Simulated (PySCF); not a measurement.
BCl (charge +1, doublet)

```xyz
2

B     0.0000    0.0000   -1.2192
Cl    0.0000    0.0000    0.3838
```

Computed with PySCF, PBE0/6-311G(d,p), non-relativistic, at a bond length of 1.603 Å.

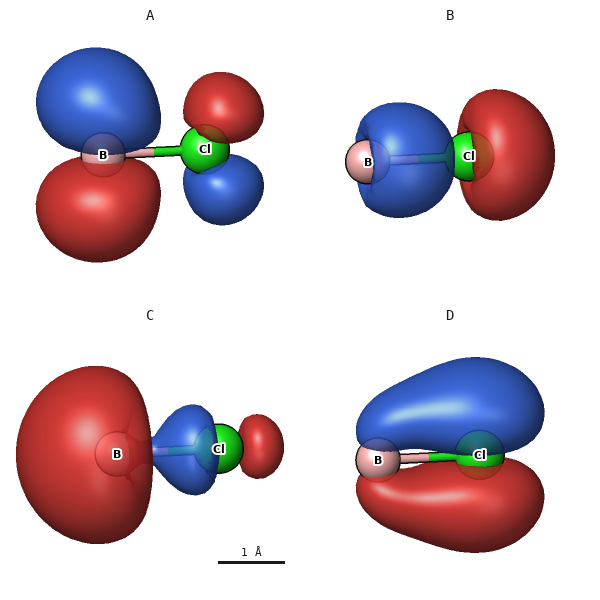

Figure 1. Four frontier β-spin orbitals, each drawn at the value that holds 80 % of its norm (red and blue are the two phases), in no order; of a degenerate pair one member is drawn.

Name the orbitals and rank them from lowest to highest energy.

Answer. Orbital B: σ, occupied in this spin, −22.21 eV; mainly on Cl (75 %).
Orbital D: π, occupied in this spin, −18.89 eV; mainly on Cl (85 %).
Orbital C: σ, empty in this spin, −11.73 eV; mainly on B (85 %).
Orbital A: π, empty in this spin, −8.85 eV; mainly on B (75 %).

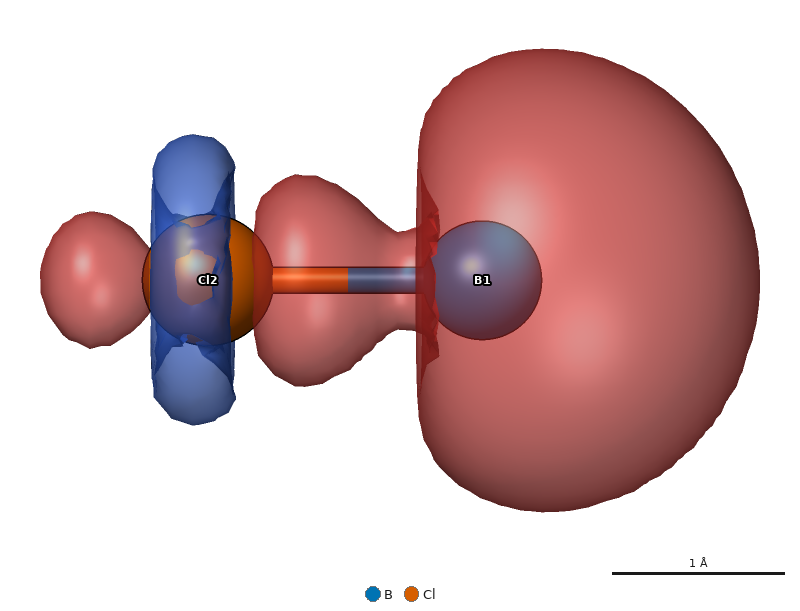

Figure 2. Isosurfaces of the spin density (α minus β) at +0.02 (red) and −0.02 e/Å³ (blue), seen from one side.

Describe the spin distribution.

Answer. The unpaired spin (1 electron) lies mostly on B1 (about 1.0), in electrons by Hirshfeld's partition.

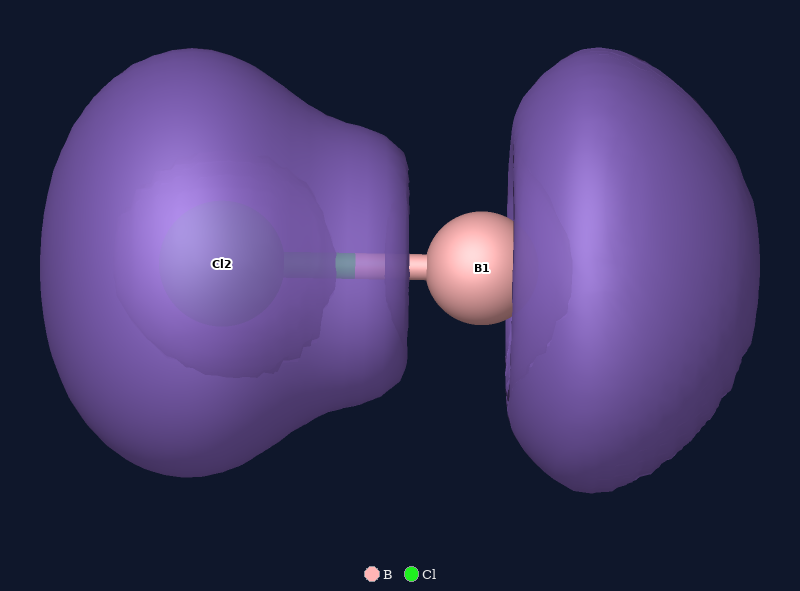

Figure 3. Isosurface of the electron localisation function at 0.75 (purple), seen from one side. Core shells and regions of very low density are left out.

Describe the localisation domains.

Answer. At this value the surface marks out one region on Cl in which the atom's valence shell and bonds are merged and one lobe on B, pointing away from the bonds (non-bonding electrons). Along the contacts the grid gives the following. B–Cl (1.60 Å): the ELF peaks at about 0.85 between the atoms (a short, strongly polar bond).
